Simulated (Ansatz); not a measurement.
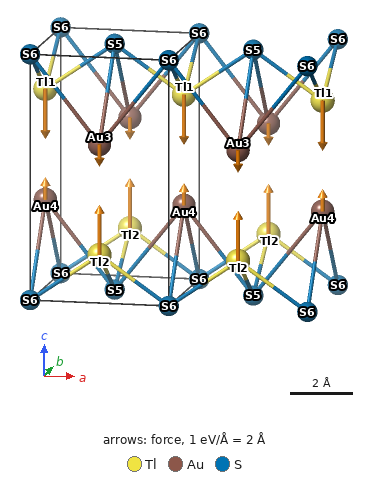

Starting geometry of crystalline TlAuS (built on the CaClF-129 type type) with the computed forces as orange arrows. Style: ball-and-stick. Shown: the cell of the calculation, repeated 2 × 1 × 1 with one cell outlined, slightly off an axis.

Computed with DFT, PBEsol, plane waves, PAW in Ansatz 0.2.0. Settings: plane-wave cutoff 420 eV; k-point mesh 6 × 6 × 4; occupations fermi dirac; smearing width 0.03 eV; no spin polarisation; cell and atoms relaxed; force threshold 0.01 eV/Å; at most 120 steps.

Is this structure relaxed? If not, where do the atoms go?

Answer. It isn't relaxed: the largest force vector, on Tl atoms, is 0.83 eV/Å. The final displacements have little in common with the starting forces (cosine between the two patterns 0.26). The largest moves relative to the cell, 1.70 Å, are those of Au3 and Au4. Au3 goes along +c. Largest moves by element: Au 1.70 Å, Tl 1.38 Å. S stays in place. Cell: a = b 4.580 → 4.990 Å (+9.0 %), c 8.084 → 5.791 Å (−28.4 %). Volume −15.0 %. Some distances before and after: Au3–S5 3.671 → 2.520 Å, Tl1–S5 2.781 → 3.537 Å. The space group stays P4/nmm (No. 129). After 21 accepted moves (23 points after the start) the energy has fallen by 4.522 eV per cell of the calculation. Largest force component: 0.83 eV/Å at the start, 0.0036 eV/Å at the end. Pressure: −4.83 GPa at the start and 0.00 GPa at the end. The line search rejected the trial step at point 3 of the run. The SCF was repeated once at an unchanged geometry on a basis and grid sized afresh for the cell, which shifted the energy by 1.5 meV per cell of the calculation at most. The run took 2.1 min on 2 threads of AMD EPYC 7R13 Processor (Zen 3), with other jobs on the host, peak memory 0.71 GiB.
